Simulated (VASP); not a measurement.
Energy against volume of Li (bcc). Method: PW91 GGA, VASP's PBE PAW potentials (set 64) (plane waves; VASP).

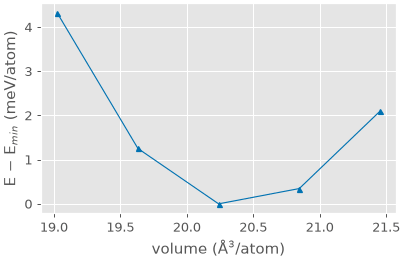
Figure: Energy against volume

Question: Estimate the equilibrium volume and the bulk modulus.

Answer: The minimum lies near 20.4 Å³/atom, and the curvature gives B0 of about 14 GPa.

Measured: bulk modulus 13.8 GPa at 0 K (computed value off by -0.9 %), as given by H. Levämäki et al., Physical Review B (2014), arXiv:1402.3671 [corrected for temperature and zero-point phonon effects]; a 3.449 Å at 0 K (computed value off by -0.2 %), as given by Gábor I. Csonka et al., Physical Review B (2009), arXiv:0903.4037 [low-temperature or extrapolated to 0 K; zero-point anharmonic expansion removed].

The compound is Li in the bcc structure. It was relaxed first.
